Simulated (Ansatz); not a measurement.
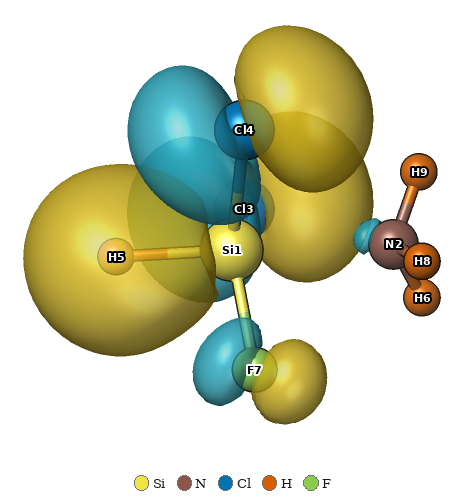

Figure 1: Cl$_{2}$FHSi···NH$_{3}$. The HOMO at ±0.08 Å⁻³ᐟ² (yellow and cyan are the two phases), seen from one side.

The product side of a reaction path; geometry: PBE0-D4/def2-TZVP; a saddle point, not a minimum.

These are results of Ansatz, RKS PBE0-D4/def2-TZVPP, not measurements.

```xyz
9

Si   -0.8706   -0.2366   -0.2603
N     1.0352    0.1962    0.3886
Cl    0.0469   -0.5432   -2.1226
Cl   -1.3016    1.7334    0.3211
H    -2.2400   -0.5735   -0.7019
H     1.6373   -0.6102    0.2540
F    -0.7445   -1.3799    0.8748
H     1.0183    0.4342    1.3755
H     1.4190    0.9796   -0.1290
```

Where does this orbital lie, and at what energy?

Answer. By Hirshfeld shares it lies mainly on Cl3 (about 25 %), Cl4 (about 25 %), H5 (about 25 %) and Si1 (about 15 %). Its energy is −8.17 eV.
